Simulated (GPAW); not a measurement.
Band structure of Sr (Fm-3m, 1 atom in the cell).

```yaml
crystal:
  lattice:
    - [0.00000, 3.03361, 3.03361]
    - [3.03361, 0.00000, 3.03361]
    - [3.03361, 3.03361, 0.00000]
  atoms:
    - { symbol: Sr, position: [0.00000, 0.00000, 0.00000] }
```

Method: PBE, GPAW PAW datasets PBE (gpaw-data 1.0.1) (plane waves; GPAW).

Settings: mode = pw; ecut = 550 eV; xc = PBE; kpts = 8 8 8; mesh shift (steps) = 0 0 0; occupations.name = fermi-dirac; occupations.width = 0.1 eV; nbands = -7; symmetry.symmorphic = false; symmetry.tolerance = 0.0005; maxiter = 120; bandpath_npoints = 40.

The starting cell comes from a database of computed structures (which also holds hypothetical and non-ambient phases and stackings), without a prior relaxation at this level.

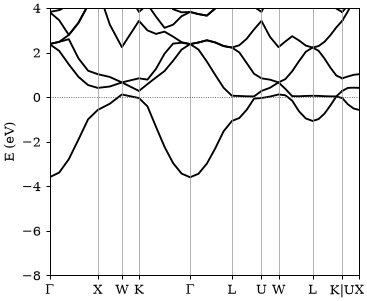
Bands along the path, energies from the Fermi level.

Levels in eV from the Fermi level, bands 2 to 9:
```csv
point,2,3,4,5,6,7,8,9
Γ,-18.48,-18.48,-18.48,-3.59,2.38,2.38,2.38,3.82
X,-18.66,-18.55,-18.55,-0.57,0.42,1.03,4.85,5.15
W,-18.60,-18.60,-18.55,0.12,0.66,0.66,2.25,5.15
K,-18.63,-18.59,-18.54,-0.04,0.28,0.85,3.42,3.83
L,-18.67,-18.51,-18.51,-1.07,0.06,2.23,2.23,4.85
U,-18.63,-18.59,-18.54,-0.04,0.28,0.85,3.42,3.83
```

Bands cross the Fermi level along this path, so the cell is metallic at this level.
